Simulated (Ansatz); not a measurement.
# CH5FSi2: two geometries relaxed, part 2 of 2

Aim: relax the geometries before and after the shift of H6 from Si3 to C2, and see whether they are two minima and how far apart in energy. SMILES of the start: FC=[SiH][SiH3].

Ansatz 0.2.0; RKS PBE0/def2-SVP.

### Step 4. The output, continued: end point B relaxed

Output, continued:

```text
mean field -19569.83326741 eV, -719.1781076678 hartree, gradient 1.6e-5 eV, S^2 0.000000; 0 other end points of the search recorded, 0 dependent functions left out
the calculation of the forces begins
reference -19569.83329238 eV, -719.1781085854 hartree; 24, 24 occupied and 65, 65 virtual orbitals, 922 factors
relax step  16: F+E_penalty+E_count = -19569.83326741 eV  Δ(F+E_penalty+E_count) = +1.975e-2 eV  max|allowed force component| = 6.026e-1 eV/Å  Δτ_max = 0.1389 Å  (28 SCF iters, rejected (line search))
these checks for a lower state are left out or cut short: starts, cluster_reference, orbital_swaps, neighbouring_geometries, increment
922 factors; integrals over basis functions are off by at most 1.2e-3 eV
mean field evaluation 128: about -19569.8661 eV, gradient 8.9e-2 eV
mean field -19569.86613487 eV, -719.1793155247 hartree, gradient 1.0e-5 eV, S^2 0.000000; 0 other end points of the search recorded, 0 dependent functions left out
the calculation of the forces begins
reference -19569.86615974 eV, -719.1793164388 hartree; 24, 24 occupied and 65, 65 virtual orbitals, 922 factors
relax step  17: F+E_penalty+E_count = -19569.86613487 eV  Δ(F+E_penalty+E_count) = -1.312e-2 eV  max|allowed force component| = 8.144e-2 eV/Å  Δτ_max = 0.0676 Å  (28 SCF iters, accepted)
these checks for a lower state are left out or cut short: starts, cluster_reference, orbital_swaps, neighbouring_geometries, increment
922 factors; integrals over basis functions are off by at most 1.2e-3 eV
mean field -19569.87028320 eV, -719.1794679730 hartree, gradient 1.1e-5 eV, S^2 0.000000; 0 other end points of the search recorded, 0 dependent functions left out
the calculation of the forces begins
reference -19569.87030803 eV, -719.1794688855 hartree; 24, 24 occupied and 65, 65 virtual orbitals, 922 factors
relax step  18: F+E_penalty+E_count = -19569.87028320 eV  Δ(F+E_penalty+E_count) = -4.148e-3 eV  max|allowed force component| = 4.931e-2 eV/Å  Δτ_max = 0.0755 Å  (27 SCF iters, accepted)
these checks for a lower state are left out or cut short: starts, cluster_reference, orbital_swaps, neighbouring_geometries, increment
922 factors; integrals over basis functions are off by at most 1.2e-3 eV
mean field -19569.87125201 eV, -719.1795035762 hartree, gradient 9.7e-6 eV, S^2 0.000000; 0 other end points of the search recorded, 0 dependent functions left out
the calculation of the forces begins
reference -19569.87127683 eV, -719.1795044881 hartree; 24, 24 occupied and 65, 65 virtual orbitals, 922 factors
relax step  19: F+E_penalty+E_count = -19569.87125201 eV  Δ(F+E_penalty+E_count) = -9.688e-4 eV  max|allowed force component| = 3.082e-2 eV/Å  Δτ_max = 0.0406 Å  (29 SCF iters, accepted)
these checks for a lower state are left out or cut short: starts, cluster_reference, orbital_swaps, neighbouring_geometries, increment
922 factors; integrals over basis functions are off by at most 1.2e-3 eV
mean field -19569.87149047 eV, -719.1795123393 hartree, gradient 1.6e-5 eV, S^2 0.000000; 0 other end points of the search recorded, 0 dependent functions left out
the calculation of the forces begins
reference -19569.87151531 eV, -719.1795132523 hartree; 24, 24 occupied and 65, 65 virtual orbitals, 922 factors
relax step  20: F+E_penalty+E_count = -19569.87149047 eV  Δ(F+E_penalty+E_count) = -2.385e-4 eV  max|allowed force component| = 1.213e-1 eV/Å  Δτ_max = 0.0819 Å  (28 SCF iters, accepted)
these checks for a lower state are left out or cut short: starts, cluster_reference, orbital_swaps, neighbouring_geometries, increment
922 factors; integrals over basis functions are off by at most 1.2e-3 eV
mean field evaluation 160: about -19569.8716 eV, gradient 1.0e-5 eV
mean field -19569.87163890 eV, -719.1795177942 hartree, gradient 1.0e-5 eV, S^2 0.000000; 0 other end points of the search recorded, 0 dependent functions left out
the calculation of the forces begins
reference -19569.87166376 eV, -719.1795187076 hartree; 24, 24 occupied and 65, 65 virtual orbitals, 922 factors
relax step  21: F+E_penalty+E_count = -19569.87163890 eV  Δ(F+E_penalty+E_count) = -1.484e-4 eV  max|allowed force component| = 9.019e-2 eV/Å  Δτ_max = 0.0108 Å  (28 SCF iters, accepted)
these checks for a lower state are left out or cut short: starts, cluster_reference, orbital_swaps, neighbouring_geometries, increment
922 factors; integrals over basis functions are off by at most 1.2e-3 eV
mean field -19569.87263971 eV, -719.1795545732 hartree, gradient 9.7e-6 eV, S^2 0.000000; 0 other end points of the search recorded, 0 dependent functions left out
the calculation of the forces begins
reference -19569.87266459 eV, -719.1795554875 hartree; 24, 24 occupied and 65, 65 virtual orbitals, 922 factors
relax step  22: F+E_penalty+E_count = -19569.87263971 eV  Δ(F+E_penalty+E_count) = -1.001e-3 eV  max|allowed force component| = 1.895e-2 eV/Å  Δτ_max = 0.0239 Å  (28 SCF iters, accepted)
these checks for a lower state are left out or cut short: starts, cluster_reference, orbital_swaps, neighbouring_geometries, increment
922 factors; integrals over basis functions are off by at most 1.2e-3 eV
mean field -19569.87283944 eV, -719.1795619131 hartree, gradient 9.4e-6 eV, S^2 0.000000; 0 other end points of the search recorded, 0 dependent functions left out
the calculation of the forces begins
reference -19569.87286433 eV, -719.1795628277 hartree; 24, 24 occupied and 65, 65 virtual orbitals, 922 factors
relax step  23: F+E_penalty+E_count = -19569.87283944 eV  Δ(F+E_penalty+E_count) = -1.997e-4 eV  max|allowed force component| = 2.519e-2 eV/Å  Δτ_max = 0.0305 Å  (29 SCF iters, accepted)
these checks for a lower state are left out or cut short: starts, cluster_reference, orbital_swaps, neighbouring_geometries, increment
922 factors; integrals over basis functions are off by at most 1.1e-3 eV
mean field -19569.87295598 eV, -719.1795661959 hartree, gradient 1.0e-5 eV, S^2 0.000000; 0 other end points of the search recorded, 0 dependent functions left out
the calculation of the forces begins
reference -19569.87298087 eV, -719.1795671107 hartree; 24, 24 occupied and 65, 65 virtual orbitals, 922 factors
relax step  24: F+E_penalty+E_count = -19569.87295598 eV  Δ(F+E_penalty+E_count) = -1.165e-4 eV  max|allowed force component| = 2.196e-2 eV/Å  Δτ_max = 0.0273 Å  (27 SCF iters, accepted)
these checks for a lower state are left out or cut short: starts, cluster_reference, orbital_swaps, neighbouring_geometries, increment
922 factors; integrals over basis functions are off by at most 1.1e-3 eV
mean field -19569.87301009 eV, -719.1795681845 hartree, gradient 2.0e-5 eV, S^2 0.000000; 0 other end points of the search recorded, 0 dependent functions left out
the calculation of the forces begins
reference -19569.87303499 eV, -719.1795690994 hartree; 24, 24 occupied and 65, 65 virtual orbitals, 922 factors
relax step  25: F+E_penalty+E_count = -19569.87301009 eV  Δ(F+E_penalty+E_count) = -5.411e-5 eV  max|allowed force component| = 1.852e-2 eV/Å  Δτ_max = 0.0144 Å  (24 SCF iters, accepted)
922 factors; integrals over basis functions are off by at most 1.1e-3 eV
mean field evaluation 192: about -19569.7609 eV, gradient 5.1e0 eV
mean field -19569.87301009 eV, -719.1795681845 hartree, gradient 2.0e-5 eV, S^2 0.000000; 1 other end points of the search recorded, 0 dependent functions left out
the calculation of the forces begins
reference -19569.87303499 eV, -719.1795690994 hartree; 24, 24 occupied and 65, 65 virtual orbitals, 922 factors
Total energy: -19569.87303499 eV, -719.1795690994 hartree
Atom 0 at    -2.544742     0.397852    -0.478924 Å, force    -0.002482     0.001880    -0.000216 eV/Å
Atom 1 at    -1.537479     1.267390    -0.391138 Å, force     0.016723    -0.006114     0.003191 eV/Å
Atom 2 at     0.118010     0.832523    -0.080712 Å, force    -0.018522     0.012473    -0.002567 eV/Å
Atom 3 at     0.735878    -1.382950     0.220243 Å, force     0.004656    -0.006660    -0.000495 eV/Å
Atom 4 at    -1.871510     2.303967    -0.538834 Å, force     0.004086    -0.004086     0.000367 eV/Å
Atom 5 at     1.055626     1.984522    -0.029464 Å, force    -0.001930    -0.002067     0.000465 eV/Å
Atom 6 at     1.744684    -1.794824    -0.803467 Å, force    -0.008868    -0.000684     0.010633 eV/Å
Atom 7 at     1.326513    -1.591740     1.577787 Å, force    -0.004892     0.000060    -0.013012 eV/Å
Atom 8 at    -0.503970    -2.200950     0.072639 Å, force     0.011230     0.005199     0.001635 eV/Å
Dipole moment:     0.251350     0.079055     0.034531 e Å
```

It took 49 s on 2 threads of Arm Neoverse V1, shared host; peak memory 0.17 GiB.

Relaxation path:

| step | energy from step 1 (eV) | largest force component (eV/Å) |
| --- | --- | --- |
| 1 | 0.0000 | 23.2478 |
| 2 | -3.4876 | 10.2649 |
| 3 | -4.9638 | 3.7647 |
| 4 | -5.5882 | 1.6910 |
| 5 | -6.5242 | 2.6413 |
| 6 | -7.2395 | 1.4378 |
| 7 | -7.5707 | 0.8897 |
| 8 | -7.7749 | 0.8882 |
| 9 | -8.0347 | 1.0552 |
| 10 | -8.2382 | 1.2379 |
| 11 | -8.4469 | 1.2469 |
| 12 | -8.6522 | 1.1015 |
| 13 | -8.7955 | 0.5462 |
| 14 | -8.8459 | 0.2880 |
| 15 | -8.8641 | 0.2494 |
| 16x | -8.8443 | 0.6026 |
| 17 | -8.8772 | 0.0814 |
| 18 | -8.8813 | 0.0493 |
| 19 | -8.8823 | 0.0308 |
| 20 | -8.8825 | 0.1213 |
| 21 | -8.8827 | 0.0902 |
| 22 | -8.8837 | 0.0189 |
| 23 | -8.8839 | 0.0252 |
| 24 | -8.8840 | 0.0220 |
| 25 | -8.8841 | 0.0185 |

Step 1 is the start. 1 step was tried and not accepted (16; marked x where the table lists them).

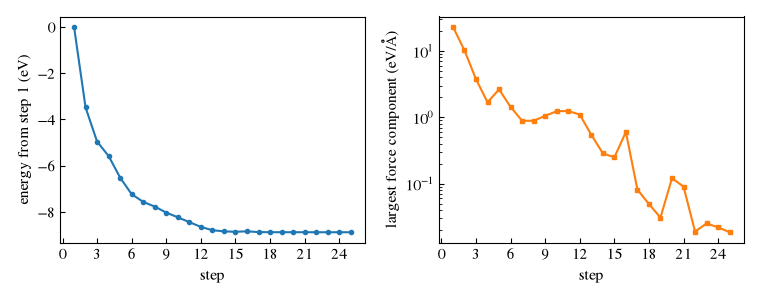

Energy and largest force along the relaxation.

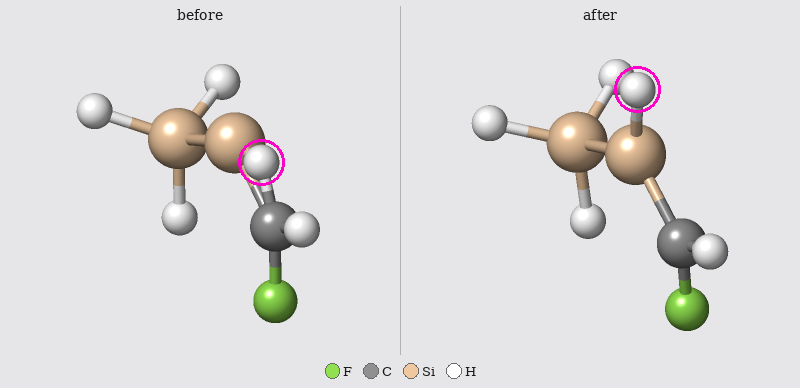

The structure before (left) and after (right), drawn at the same scale.

After: Bond lengths: F1–C2 1.334 Å, C2–Si3 1.740 Å, Si3–Si4 2.320 Å, C2–H5 1.099 Å, Si3–H6 1.486 Å, Si4–H7 1.495 Å, Si4–H8 1.495 Å, Si4–H9 1.493 Å. Angles: F1–C2–Si3 124.6°, F1–C2–H5 112.1°, Si3–C2–H5 123.3°, C2–Si3–Si4 121.0°, C2–Si3–H6 114.4°, Si4–Si3–H6 124.6°, Si3–Si4–H7 110.7°, Si3–Si4–H8 110.9°, Si3–Si4–H9 106.8°, H7–Si4–H8 108.5°, H7–Si4–H9 110.0°, H8–Si4–H9 110.0°.

Pairs that crossed the distance rule for bonds on the way: moved apart C2–H6.

### Step 5. Summary of results

What follows sums up all 2 parts.

| quantity | value |
| --- | --- |
| end A | 6 moves, 0.125 eV lower |
| end B | 23 moves, 8.884 eV lower |
| largest difference between the ends | 0.02 Å |
| end B relative to end A | +0.000 eV |

What this shows: The two relaxations end at one structure, within 0.02 Å: no second minimum was found from this start, which doesn't rule one out.
